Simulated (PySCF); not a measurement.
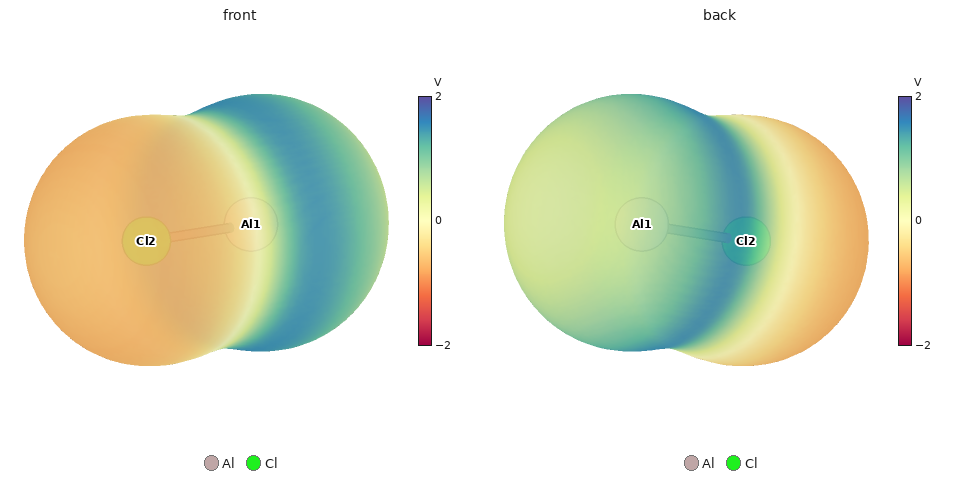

AlCl. The molecular electrostatic potential painted on the density surface at 0.002 e/bohr³, seen from the front and from behind; the colour scale runs from red (negative) to blue (positive).

Method: PySCF 2.14.0, PBE0/jorge-DZP-DKH, spin-free X2C-1e, Gaussian nucleus, at a bond length of 2.186 Å.

| atom | x (Å) | y (Å) | z (Å) |
| --- | --- | --- | --- |
| Al | 0.0000 | 0.0000 | -1.2339 |
| Cl | 0.0000 | 0.0000 | 0.9521 |

Describe the electrostatic potential map.

Answer. The most negative region (about −0.7 V) lies over Cl2, the most positive (about +1.5 V) over Al1.
